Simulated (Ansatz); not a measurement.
**TiAl: energy over volume and cell shape**

A grid of calculations on TiAl (P4/mmm, No. 123; 2 atoms in the cell), to see where the energy is lowest and how it rises around there.

Program: Ansatz 0.2.0. Level of theory: DFT PBEsol, scalar-relativistic, plane waves, PAW. These are calculated values, not measurements.

41 further runs of the same task are left out: 41 set aside as unsound or not needed.

### Step 1. Starting point

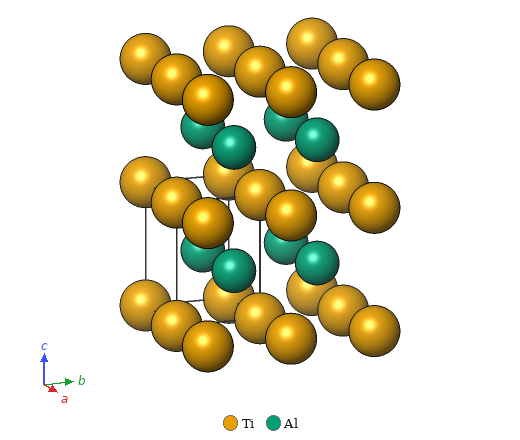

The starting structure, seen slightly off an axis (titanium amber, aluminium teal). 2×2×2 cells are drawn. Atoms on the faces are drawn again on the opposite ones.

As a file:

```cif
data_structure
_symmetry_space_group_name_H-M 'P4/mmm'
_symmetry_Int_Tables_number 123
_cell_length_a 2.8373
_cell_length_b 2.8373
_cell_length_c 4.0591
_cell_angle_alpha 90.000
_cell_angle_beta 90.000
_cell_angle_gamma 90.000
_cell_volume 32.68
loop_
_atom_site_label
_atom_site_type_symbol
_atom_site_symmetry_multiplicity
_atom_site_Wyckoff_symbol
_atom_site_fract_x
_atom_site_fract_y
_atom_site_fract_z
_atom_site_occupancy
Ti1 Ti 1 a 0.00000 0.00000 0.00000 1
Al1 Al 1 d 0.50000 0.50000 0.50000 1
```

Source of the structure: the Crystallography Open Database.

### Step 2. A first look at the start

input.yaml reads:

```yaml
crystal:
  lattice:
    - [2.8373, 0.0, 0.0]
    - [0.0, 2.8373, 0.0]
    - [0.0, 0.0, 4.0591]
  atoms:
    - { symbol: Ti, position: [0.0, 0.0, 0.0] }
    - { symbol: Al, position: [0.5, 0.5, 0.5] }
basis:
  ecutwfc: 520.0
kpoints:
  mp_grid: { grid: [6, 6, 4] }
hamiltonian:
  xc: pbesol
scf:
  occupations: { method: gaussian, width: 0.1 }
output:
  forces: true
  stress: true
  eigenvalues: true
```

Started as:

```bash
ansatz run input.yaml --threads 1 --pin off --max-ram 2048MiB --backend cpu --events-out ev --progress --plain --runs-dir out
```

The log of the run, cut to the lines that bear on the results:

```text
[...]
SCF converged after 6 iterations
Free energy (F): -2999.258855 eV
[...]
E sigma→0 (E₀):  -2999.255047 eV
Entropy (-TS):   -0.007617 eV (-3.809 meV/atom)
Fermi energy:    10.825386 eV
[...]
--- Forces (eV/Å), atoms counted from 1 ---
  atom   1  Ti     0.00000000     0.00000000     0.00000000
  atom   2  Al     0.00000000     0.00000000     0.00000000
[...]
--- Stress (GPa, compression-positive) ---
       -4.090488       0.000000       0.000000
        0.000000      -4.090488       0.000000
        0.000000       0.000000      -3.188877
  P = ⅓ Tr σ = -3.7900 GPa (-37.900 kbar)
--- Band table (eV; the first three rows and the last of 30) ---
  k-point 0: bands = ["-45.6616", "-22.1665", "-21.7283", "-21.7283", "1.8155", "8.9089", "9.9188", "10.5073", "12.8645", "12.8645", "13.9687", "16.9637"]
[...]
```

Wall time 0.68 s (1 thread of Intel Xeon 6975P-C (Granite Rapids), shared host); peak memory 0.36 GiB.

The probe gives pressure -3.8 GPa, largest force 0.00 eV/Å, gap on this mesh none (metal). By this gap the next run takes a mesh of 14×14×10.

### Step 3. Relaxing cell and atoms

Changes to input.yaml since step 2:

```diff
@@ -11,3 +11,3 @@
 kpoints:
-  mp_grid: { grid: [6, 6, 4] }
+  mp_grid: { grid: [14, 14, 10] }
 hamiltonian:
@@ -20 +20,6 @@
   eigenvalues: true
+relax:
+  adjacent_minimum: "off"
+  f_tol: 0.005
+  max_steps: 80
+  cell: { stress_tol: 0.05 }
```

Started as:

```bash
ansatz run input.yaml --threads 1 --pin off --max-ram 2048MiB --backend cpu --events-out ev --progress --plain --runs-dir out
```

The log of the run:

```text
Warning: RAYON_NUM_THREADS=1 ignored (pool sized by the plan → 1); use --threads N
Engine: ansatz 0.2.0, x86_64-unknown-linux-gnu
Pseudopotentials: kind: paw
Pseudopotential: Ti, paw, valence charge 12, recommended cutoff 420 eV (normal), Ti.paw.azcp
Pseudopotential: Al, paw, valence charge 3, recommended cutoff 420 eV (normal), Al.paw.azcp
Functional definition: PBEsol
  exchange = pbesol_x
  correlation = pbesol_c
Crystal: 2 atoms, lattice volume = 32.677 Å³
Basis set: ecut = 520 eV, 887 PW (Γ), exchange–correlation on 48×48×64 points (8 copies of the dense FFT grid, shifted against one another)
Bands: 12, of which v1, the nominal top of the filled ones, is band 8 counted from 1 (7 counted from 0)
Symmetry: 16 space group operations
Space group: P4/mmm (ITA 123), of the structure as read, at distance tolerance 3.2e-5 Å
k-points: 216 of 1960
Non-local potential: Ti, projectors of the file, l = 0: 3, l = 1: 2, l = 2: 3, l = 3: 1
Non-local potential: Al, projectors of the file, l = 0: 2, l = 1: 2, l = 2: 1
PAW form: soft (Blöchl's): semilocal exchange-correlation on the pseudo side does not see the compensation charge
PAW frozen core: Ti, regenerated for the run's functional, and the local potential with it (the file was generated under x = pbe(κ = 0.804, μ = 0.2195149727645171), c = pbe(β = 0.06672455060314922))
PAW frozen core: Al, regenerated for the run's functional, and the local potential with it (the file was generated under x = pbe(κ = 0.804, μ = 0.2195149727645171), c = pbe(β = 0.06672455060314922))
PAW one-centre angular grid: Ti, 590 points (default); XC on 64 Gauss nodes
PAW one-centre angular grid: Al, 110 points (default); XC on 64 Gauss nodes
Initial density: superposition of atomic densities (neutral atoms: chi_scale 0, normalization atom), corrected by the library's trained network
Initial wavefunctions: pseudopotential atomic-orbital guess
Functional: x = pbesol(κ = 0.804, μ = 0.12345679012345678), c = pbesol(β = 0.046)
SCF iter   1: F=—  HF=-2999.257514 eV  |F-HF|=—  |Δ(HF+E_count)|=         —  Δρ=4.38e-3  dr2=4.29e-3  ethr=1.77e-3  ⟨swp⟩=5.0  Hψ=13107  notcnv=0
preconditioner: auto → none  [metal: Δε(μ)=0.006 eV  Ē_g=5.265 eV  σ=0.100 eV  W_gap=0.03  n_scr=6 (ndim 8)  ℏωp=17.2 eV  f_vac=0.000  D(μ)=1.78/eV (n_scr^D=20)  sad-step TF]
SCF iter   2: F=—  HF=-2999.256479 eV  |F-HF|=—  |Δ(HF+E_count)|=   1.03e-3  Δρ=2.11e-3  dr2=1.62e-3  ethr=2.86e-5  ⟨swp⟩=2.5  Hψ=5372  notcnv=0  defer=3
SCF iter   3: F=—  HF=-2999.256128 eV  |F-HF|=—  |Δ(HF+E_count)|=   3.52e-4  Δρ=3.71e-4  dr2=4.18e-5  ethr=1.08e-5  ⟨swp⟩=2.1  Hψ=3401  notcnv=0  defer=3
SCF iter   4: F=—  HF=-2999.256120 eV  |F-HF|=—  |Δ(HF+E_count)|=   7.16e-6  Δρ=1.25e-4  dr2=4.41e-6  ethr=2.78e-7  ⟨swp⟩=2.2  Hψ=3489  notcnv=0  defer=3
SCF iter   5: F=—  HF=-2999.256120 eV  |F-HF|=—  |Δ(HF+E_count)|=   2.68e-7  Δρ=4.74e-5  dr2=6.68e-7  ethr=2.94e-8  ⟨swp⟩=1.0  Hψ=2549  notcnv=0  defer=3
SCF iter   6: F=-2999.256120 eV  HF=-2999.256120 eV  |F-HF|=8.79e-9  |Δ(HF+E_count)|=   5.72e-8  Δρ=9.53e-6  dr2=2.39e-8  ethr=6.67e-10  ⟨swp⟩=3.1  Hψ=8847  notcnv=0
SCF 1 converged in 6 iterations: F = -2999.256120 eV  dr2 = 2.39e-8
relax step   1: F+E_penalty+E_count = -2999.25612004 eV  Δ(F+E_penalty+E_count) = +0.000e0 eV  max|allowed force component| = 2.465e-32 eV/Å  Δτ_max = 0.0000 Å  P = -3.959 GPa  Ω = 32.677 Å³  (6 SCF iters, dr2 threshold 1.00e-7 eV, accepted)
Crystal: 2 atoms, lattice volume = 30.809 Å³
Basis set: ecut = 520 eV, 831 PW (Γ), exchange–correlation on 48×48×64 points (8 copies of the dense FFT grid, shifted against one another)
Initial density: handed on by an earlier stage of this run
Initial wavefunctions: those handed on with the density
iter 1 solved again at ethr=1.45e-5 eV; its pass at ethr=3.10e-3 eV (dr2=2.17e-3 eV) is discarded
SCF iter   1: F=—  HF=-2999.265447 eV  |F-HF|=—  |Δ(HF+E_count)|=         —  Δρ=2.22e-3  dr2=2.20e-3  ethr=1.45e-5  ⟨swp⟩=1.0  Hψ=16630  notcnv=0
preconditioner: auto → none  [metal: Δε(μ)=0.013 eV  Ē_g=5.532 eV  σ=0.100 eV  W_gap=0.07  n_scr=6 (ndim 8)  ℏωp=17.7 eV  f_vac=0.000  D(μ)=1.62/eV (n_scr^D=14)]
SCF iter   2: F=—  HF=-2999.264507 eV  |F-HF|=—  |Δ(HF+E_count)|=   9.40e-4  Δρ=8.12e-4  dr2=1.27e-4  ethr=1.45e-5  ⟨swp⟩=2.0  Hψ=3343  notcnv=0
SCF iter   3: F=—  HF=-2999.264442 eV  |F-HF|=—  |Δ(HF+E_count)|=   6.49e-5  Δρ=2.43e-4  dr2=1.03e-5  ethr=8.48e-7  ⟨swp⟩=2.2  Hψ=3086  notcnv=0
iter 4 did not close the SCF: its close was put off for the readings that it lacked (scf_convergence_deferred on its scf_iter line)
SCF iter   4: F=-2999.264439 eV  HF=-2999.264439 eV  |F-HF|=3.39e-8  |Δ(HF+E_count)|=   3.06e-6  Δρ=1.98e-5  dr2=5.73e-8  ethr=6.84e-8  ⟨swp⟩=2.0  Hψ=3341  notcnv=0
iter 5 did not close the SCF: its close was put off for the readings that it lacked (scf_convergence_deferred on its scf_iter line)
SCF iter   5: F=-2999.264439 eV  HF=-2999.264439 eV  |F-HF|=1.99e-9  |Δ(HF+E_count)|=   4.36e-8  Δρ=4.53e-6  dr2=4.56e-9  ethr=3.82e-10  ⟨swp⟩=2.5  Hψ=4272  notcnv=0
SCF iter   6: F=-2999.264439 eV  HF=-2999.264439 eV  |F-HF|=5.32e-11  |Δ(HF+E_count)|=  4.42e-10  Δρ=3.82e-7  dr2=5.81e-11  ethr=3.04e-11  ⟨swp⟩=2.0  Hψ=7683  notcnv=0
SCF 2 converged in 6 iterations: F = -2999.264439 eV  dr2 = 5.81e-11
relax step   2: F+E_penalty+E_count = -2999.26443914 eV  Δ(F+E_penalty+E_count) = -8.319e-3 eV  max|allowed force component| = 1.029e-29 eV/Å  Δτ_max = 0.0000 Å  P = +3.003 GPa  Ω = 30.809 Å³  energy of the carried Pulay correction = +9.303e-5 eV  (6 SCF iters, dr2 threshold 2.00e-7 eV, accepted)
Crystal: 2 atoms, lattice volume = 31.583 Å³
Basis set: ecut = 520 eV, 855 PW (Γ), exchange–correlation on 48×48×64 points (8 copies of the dense FFT grid, shifted against one another)
iter 1 solved again at ethr=2.40e-6 eV; its pass at ethr=3.10e-3 eV (dr2=3.60e-4 eV) is discarded
SCF iter   1: F=—  HF=-2999.271353 eV  |F-HF|=—  |Δ(HF+E_count)|=         —  Δρ=8.86e-4  dr2=3.64e-4  ethr=2.40e-6  ⟨swp⟩=2.0  Hψ=17062  notcnv=0
preconditioner: auto → none  [metal: Δε(μ)=0.021 eV  Ē_g=5.407 eV  σ=0.100 eV  W_gap=0.12  n_scr=6 (ndim 8)  ℏωp=17.5 eV  f_vac=0.000  D(μ)=1.67/eV (n_scr^D=14)]
SCF iter   2: F=—  HF=-2999.271198 eV  |F-HF|=—  |Δ(HF+E_count)|=   1.56e-4  Δρ=3.48e-4  dr2=2.39e-5  ethr=2.40e-6  ⟨swp⟩=2.0  Hψ=3334  notcnv=0
SCF iter   3: F=—  HF=-2999.271187 eV  |F-HF|=—  |Δ(HF+E_count)|=   1.11e-5  Δρ=9.65e-5  dr2=1.93e-6  ethr=1.59e-7  ⟨swp⟩=2.2  Hψ=3107  notcnv=0
iter 4 did not close the SCF: its close was put off for the readings that it lacked (scf_convergence_deferred on its scf_iter line)
SCF iter   4: F=-2999.271186 eV  HF=-2999.271186 eV  |F-HF|=5.82e-9  |Δ(HF+E_count)|=   6.22e-7  Δρ=8.61e-6  dr2=1.25e-8  ethr=1.29e-8  ⟨swp⟩=2.0  Hψ=3352  notcnv=0
iter 5 did not close the SCF: its close was put off for the readings that it lacked (scf_convergence_deferred on its scf_iter line)
SCF iter   5: F=-2999.271186 eV  HF=-2999.271186 eV  |F-HF|=2.10e-10  |Δ(HF+E_count)|=   7.30e-9  Δρ=1.68e-6  dr2=6.13e-10  ethr=8.36e-11  ⟨swp⟩=2.8  Hψ=4323  notcnv=0
SCF iter   6: F=-2999.271186 eV  HF=-2999.271186 eV  |F-HF|=1.00e-11  |Δ(HF+E_count)|=  4.37e-11  Δρ=1.70e-7  dr2=1.12e-11  ethr=4.09e-12  ⟨swp⟩=1.0  Hψ=6737  notcnv=0
SCF 3 converged in 6 iterations: F = -2999.271186 eV  dr2 = 1.12e-11
relax step   3: F+E_penalty+E_count = -2999.27118602 eV  Δ(F+E_penalty+E_count) = -6.747e-3 eV  max|allowed force component| = 4.930e-32 eV/Å  Δτ_max = 0.0000 Å  P = -0.128 GPa  Ω = 31.583 Å³  energy of the carried Pulay correction = +5.401e-5 eV  (6 SCF iters, dr2 threshold 2.00e-7 eV, accepted)
Crystal: 2 atoms, lattice volume = 31.551 Å³
iter 1 solved again at ethr=1.23e-8 eV; its pass at ethr=3.10e-3 eV (dr2=1.84e-6 eV) is discarded
SCF iter   1: F=—  HF=-2999.271224 eV  |F-HF|=—  |Δ(HF+E_count)|=         —  Δρ=7.93e-5  dr2=2.63e-6  ethr=1.23e-8  ⟨swp⟩=2.3  Hψ=16012  notcnv=0
preconditioner: auto → none  [metal: Δε(μ)=0.020 eV  Ē_g=5.415 eV  σ=0.100 eV  W_gap=0.11  n_scr=6 (ndim 8)  ℏωp=17.5 eV  f_vac=0.000  D(μ)=1.66/eV (n_scr^D=14)]
SCF iter   2: F=—  HF=-2999.271226 eV  |F-HF|=—  |Δ(HF+E_count)|=   2.47e-6  Δρ=2.66e-5  dr2=1.07e-7  ethr=1.23e-8  ⟨swp⟩=2.0  Hψ=3377  notcnv=0
iter 3 did not close the SCF: its close was put off for the readings that it lacked (scf_convergence_deferred on its scf_iter line)
SCF iter   3: F=-2999.271226 eV  HF=-2999.271226 eV  |F-HF|=5.20e-10  |Δ(HF+E_count)|=   1.41e-9  Δρ=1.09e-5  dr2=1.63e-8  ethr=7.10e-10  ⟨swp⟩=1.7  Hψ=3209  notcnv=0
iter 4 did not close the SCF: its close was put off for the readings that it lacked (scf_convergence_deferred on its scf_iter line)
SCF iter   4: F=-2999.271226 eV  HF=-2999.271226 eV  |F-HF|=2.86e-11  |Δ(HF+E_count)|=   3.41e-9  Δρ=7.15e-7  dr2=1.11e-10  ethr=1.09e-10  ⟨swp⟩=2.2  Hψ=3138  notcnv=0
iter 5 did not close the SCF: its close was put off for the readings that it lacked (scf_convergence_deferred on its scf_iter line)
SCF iter   5: F=-2999.271226 eV  HF=-2999.271226 eV  |F-HF|=3.64e-12  |Δ(HF+E_count)|=  1.68e-11  Δρ=1.24e-7  dr2=2.98e-12  ethr=1.00e-12  ⟨swp⟩=2.3  Hψ=3492  notcnv=0
SCF iter   6: F=-2999.271226 eV  HF=-2999.271226 eV  |F-HF|=9.09e-13  |Δ(HF+E_count)|=  1.36e-12  Δρ=1.61e-8  dr2=4.58e-14  ethr=1.00e-12  ⟨swp⟩=1.0  Hψ=6048  notcnv=0
SCF 4 converged in 6 iterations: F = -2999.271226 eV  dr2 = 4.58e-14
relax step   4: F+E_penalty+E_count = -2999.27122627 eV  Δ(F+E_penalty+E_count) = -4.024e-5 eV  max|allowed force component| = 1.726e-31 eV/Å  Δτ_max = 0.0000 Å  P = -0.003 GPa  Ω = 31.551 Å³  energy of the carried Pulay correction = +5.571e-5 eV  (6 SCF iters, dr2 threshold 9.58e-8 eV, accepted)
Initial wavefunctions: pseudopotential atomic-orbital guess (no wavefunctions were taken with the density)
iter 1 solved again at ethr=2.52e-9 eV; its pass at ethr=3.10e-3 eV (dr2=3.78e-7 eV) is discarded
SCF iter   1: F=—  HF=-2999.271169 eV  |F-HF|=—  |Δ(HF+E_count)|=         —  Δρ=1.23e-5  dr2=4.29e-9  ethr=2.52e-9  ⟨swp⟩=3.2  Hψ=21210  notcnv=0
SCF iter   2: F=—  HF=-2999.271172 eV  |F-HF|=—  |Δ(HF+E_count)|=   3.30e-6  Δρ=6.13e-6  dr2=1.08e-9  ethr=2.86e-11  ⟨swp⟩=2.0  Hψ=3833  notcnv=0
SCF iter   3: F=—  HF=-2999.271172 eV  |F-HF|=—  |Δ(HF+E_count)|=   1.94e-9  Δρ=4.34e-7  dr2=4.22e-11  ethr=7.17e-12  ⟨swp⟩=2.7  Hψ=3962  notcnv=0
iter 4 did not close the SCF: its close was put off for the readings that it lacked (scf_convergence_deferred on its scf_iter line)
SCF iter   4: F=-2999.271172 eV  HF=-2999.271172 eV  |F-HF|=3.64e-12  |Δ(HF+E_count)|=  1.36e-12  Δρ=1.41e-7  dr2=5.35e-12  ethr=1.00e-12  ⟨swp⟩=1.0  Hψ=2592  notcnv=0
iter 5 did not close the SCF: its close was put off for the readings that it lacked (scf_convergence_deferred on its scf_iter line)
SCF iter   5: F=-2999.271172 eV  HF=-2999.271172 eV  |F-HF|=9.09e-13  |Δ(HF+E_count)|=  1.82e-12  Δρ=3.03e-8  dr2=4.58e-13  ethr=1.00e-12  ⟨swp⟩=1.0  Hψ=2592  notcnv=0
iter 6 did not close the SCF: its close was put off for the readings that it lacked (scf_convergence_deferred on its scf_iter line)
SCF iter   6: F=-2999.271172 eV  HF=-2999.271172 eV  |F-HF|=9.09e-13  |Δ(HF+E_count)|=  9.09e-13  Δρ=4.48e-9  dr2=4.20e-15  ethr=1.00e-12  ⟨swp⟩=1.0  Hψ=2592  notcnv=0
iter 7 did not close the SCF: its close was put off for the readings that it lacked (scf_convergence_deferred on its scf_iter line)
SCF iter   7: F=-2999.271172 eV  HF=-2999.271172 eV  |F-HF|=4.55e-13  |Δ(HF+E_count)|=  4.55e-13  Δρ=1.87e-9  dr2=1.00e-15  ethr=1.00e-12  ⟨swp⟩=1.0  Hψ=2592  notcnv=0
SCF iter   8: F=-2999.271172 eV  HF=-2999.271172 eV  |F-HF|=0.00e0  |Δ(HF+E_count)|=    0.00e0  Δρ=2.83e-10  dr2=2.00e-17  ethr=1.00e-12  ⟨swp⟩=1.8  Hψ=6355  notcnv=0
SCF 5 converged in 8 iterations: F = -2999.271172 eV  dr2 = 2.00e-17
relax step   5: F+E_penalty+E_count = -2999.27117191 eV  Δ(F+E_penalty+E_count) = +5.436e-5 eV  max|allowed force component| = 1.479e-31 eV/Å  Δτ_max = 0.0000 Å  P = -0.003 GPa  Ω = 31.551 Å³  stress off target by 4.61e-2 GPa  SCF on the basis re-selected at this cell (its energy is not comparable with the rows above)  (8 SCF iters)
basis re-selected at this cell: Δ(F+E_penalty+E_count) = +5.436e-5 eV, ΔP = -0.000 GPa vs the last step (what re-selecting the basis moved, of the pressure what is left beyond the Pulay correction that the steps carried, after the strain that the cell walked since its last selection, with what the two solves' SCF thresholds leave and, on support functions, any second-order correction that the steps lacked; it is no measure of the basis error at this ecutwfc). This SCF's stress stands 4.61e-2 GPa from its target on what of the cell is left free (relax.cell.stress_tol is 5.00e-2 GPa) and its largest allowed force component is 1.48e-31 eV/Å (relax.f_tol is 5.00e-3 eV/Å): within both
SCF converged after 8 iterations
Free energy (F): -2999.271172 eV
Harris-Foulkes:  -2999.271172 eV  (|F-HF|=0.00e0)
Internal energy: -2999.262849 eV  (E = F + TS)
E sigma→0 (E₀):  -2999.267011 eV
Entropy (-TS):   -0.008322 eV (-4.161 meV/atom)
Fermi energy:    11.252666 eV
--- Per-component energies (eV) ---
  E_band       = -159.209180
  E_kinetic    = 297.405363
  E_local      = -1064.841035  (includes V_loc(G=0)·N_el)
  E_nonlocal   = 20.572918
  E_hartree    = 457.240133
  E_xc         = -136.994634
  E_vxc        = -151.823329  (∫ρ·V_xc dr)
  E_paw        = -1477.938411  (= ΣΔE_a)
  E_vpaw       = -175.003417  (= ΣTr[D̂ρ^β])
  E_aug_tail   = 0.000053  (compensation charges beyond the density's cutoff)
  E_ewald      = -1094.865759
  E_core_change = 0.158523  (= ΣΔE_core)
  E_smearing   = -0.008322  (= −TS)
  E_closure    = 0.000000  (closes the sum)
  Σ components = -2999.271172   (vs F -2999.271172, Δ=0.00e0)
--- Forces (eV/Å), atoms counted from 1 ---
  atom   1  Ti    -0.00000000    -0.00000000     0.00000000
  atom   2  Al     0.00000000     0.00000000     0.00000000
  max |Σ_I F_I| component: 9.86e-32 eV/Å
--- Stress (GPa, compression-positive) ---
       -0.028051       0.000000       0.000000
        0.000000      -0.028051       0.000000
        0.000000       0.000000       0.046117
  P = ⅓ Tr σ = -0.0033 GPa (-0.033 kbar)
--- Band table (eV; the first three rows and the last of 216) ---
  k-point 0: bands = ["-45.0558", "-21.5639", "-21.0996", "-21.0996", "2.0968", "9.3057", "10.3708", "10.9028", "13.4899", "13.4899", "14.6606", "17.6109"]
  k-point 1: bands = ["-45.0558", "-21.5658", "-21.0996", "-21.0996", "2.1909", "8.9017", "10.3866", "11.0984", "13.4515", "13.4515", "14.6620", "17.9093"]
  k-point 2: bands = ["-45.0556", "-21.5708", "-21.0994", "-21.0994", "2.4645", "8.0525", "10.4289", "11.4088", "13.3552", "13.3552", "14.6655", "18.6811"]
  k-point 215: bands = ["-44.9239", "-21.5532", "-21.5532", "-21.4499", "8.6288", "8.9333", "8.9333", "13.1975", "13.4462", "13.9500", "15.5290", "15.5290"]
--- Relaxed structure (4 steps of the walk, 4 accepted, 1 SCFs on fresh bases) ---
  F+E_penalty+E_count = -2999.27117191 eV   max|allowed force component| = 1.479e-31 eV/Å   (the final SCF, on the basis selected at the relaxed cell)
  cell:  # Å, volume = 31.5507 Å³
    - [2.795011454821478, 4.2730600566770444e-35, 0.0]
    - [4.2730600566770444e-35, 2.795011454821478, 0.0]
    - [0.0, 0.0, 4.038703369449011]
  atoms:
    - { symbol: Ti, position: [-4.242435467670047e-36, -3.977283250940669e-36, 0.0] }
    - { symbol: Al, position: [0.5, 0.5, 0.5] }
```

Run time: 16 s. Hardware: 1 thread of Intel Xeon 6975P-C (Granite Rapids), shared host; peak memory 0.46 GiB.

Relaxation path:

```
step  E - E(step 1) (eV/cell)  largest force component (eV/Å)  pressure (GPa)  volume (Å³)
   1                   0.0000                          0.0000           -3.96        32.68
   2                  -0.0083                          0.0000            3.00        30.81
   3                  -0.0151                          0.0000           -0.13        31.58
   4                  -0.0151                          0.0000            0.00        31.55
   5                  -0.0151                          0.0000            0.00        31.55
```

Step 1 is the start. Step 5 repeats the geometry before it on a plane-wave basis chosen anew for that cell, so its energy need not be comparable with the rows above.

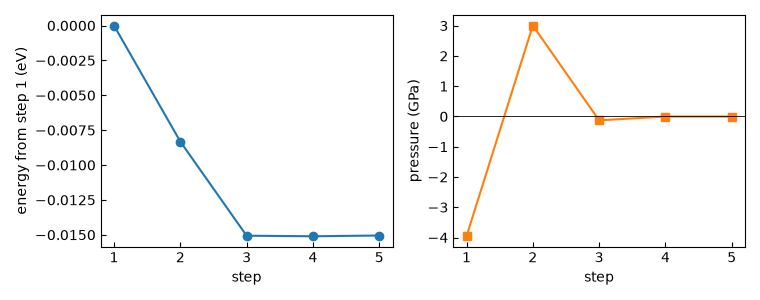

Energy and pressure along the relaxation.

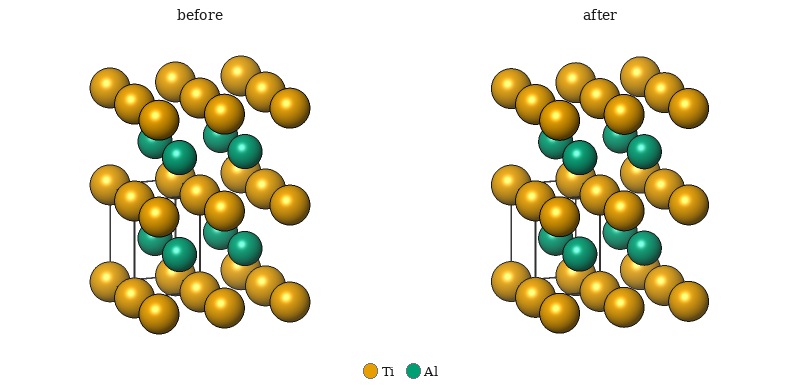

The structure before (left) and after (right) the relaxation, drawn at the same scale. The change is too small to see at this scale.

|  | before | after | change |
| --- | --- | --- | --- |
| a (Å) | 2.837 | 2.795 | -1.5 % |
| b (Å) | 2.837 | 2.795 | -1.5 % |
| c (Å) | 4.059 | 4.039 | -0.5 % |
| volume (Å³/atom) | 16.34 | 15.78 | -3.4 % |
| shortest distance (Å) | 2.837 | 2.795 | -1.5 % |
| space group (0.01 Å) | P4/mmm | P4/mmm | same |

The run keeps the 16 symmetry operations of the start, so it could not have lowered the symmetry.

### Step 4. Reference cell

input.yaml reads:

```yaml
crystal:
  lattice:
    - [2.7950114548, 0.0, 0.0]
    - [0.0, 2.7950114548, 0.0]
    - [0.0, 0.0, 4.0387033694]
  atoms:
    - { symbol: Ti, position: [0.0, 0.0, 0.0] }
    - { symbol: Al, position: [0.5, 0.5, 0.5] }
basis:
  ecutwfc: 520.0
kpoints:
  mp_grid: { grid: [18, 18, 12] }
hamiltonian:
  xc: pbesol
scf:
  occupations: { method: gaussian, width: 0.15 }
output:
  forces: true
  stress: true
  eigenvalues: true
```

Started as:

```bash
ansatz run input.yaml --threads 1 --pin off --max-ram 2048MiB --backend cpu --events-out ev --progress --plain --runs-dir out
```

The log of the run, cut to the lines that bear on the results:

```text
Warning: RAYON_NUM_THREADS=1 ignored (pool sized by the plan → 1); use --threads N
[...]
[... 4 set-up lines as earlier in the session ...]
[...]
Crystal: 2 atoms, lattice volume = 31.551 Å³
Basis set: ecut = 520 eV, 855 PW (Γ), exchange–correlation on 48×48×64 points (8 copies of the dense FFT grid, shifted against one another)
Bands: 12, of which v1, the nominal top of the filled ones, is band 8 counted from 1 (7 counted from 0)
[... 2 set-up lines as earlier in the session ...]
k-points: 385 of 3888
[...]
SCF iter   1: F=—  HF=-2999.278734 eV  |F-HF|=—  |Δ(HF+E_count)|=         —  Δρ=4.50e-3  dr2=4.95e-3  ethr=1.77e-3  ⟨swp⟩=5.0  Hψ=23015  notcnv=0
[...]
SCF iter   6: F=-2999.277043 eV  HF=-2999.277043 eV  |F-HF|=1.37e-10  |Δ(HF+E_count)|=   1.23e-9  Δρ=4.15e-6  dr2=2.82e-9  ethr=6.67e-10  ⟨swp⟩=4.2  Hψ=13255  notcnv=0
[...]
SCF converged after 6 iterations
Free energy (F): -2999.277043 eV
[...]
E sigma→0 (E₀):  -2999.266972 eV
Entropy (-TS):   -0.020142 eV (-10.071 meV/atom)
Fermi energy:    11.251871 eV
[...]
--- Forces (eV/Å), atoms counted from 1 ---
  atom   1  Ti    -0.00000000     0.00000000     0.00000000
  atom   2  Al     0.00000000    -0.00000000    -0.00000000
[...]
--- Stress (GPa, compression-positive) ---
        0.028890       0.000000       0.000000
        0.000000       0.028890       0.000000
        0.000000       0.000000       0.012653
  P = ⅓ Tr σ = 0.0235 GPa (0.235 kbar)
--- Band table (eV; the first three rows and the last of 385) ---
  k-point 0: bands = ["-45.0534", "-21.5607", "-21.0978", "-21.0978", "2.0965", "9.3068", "10.3717", "10.9026", "13.4919", "13.4919", "14.6620", "17.6123"]
[...]
```

It took 4.5 s on 1 thread of Intel Xeon 6975P-C (Granite Rapids), shared host; peak memory 0.53 GiB.

[end of part 1 of 2]
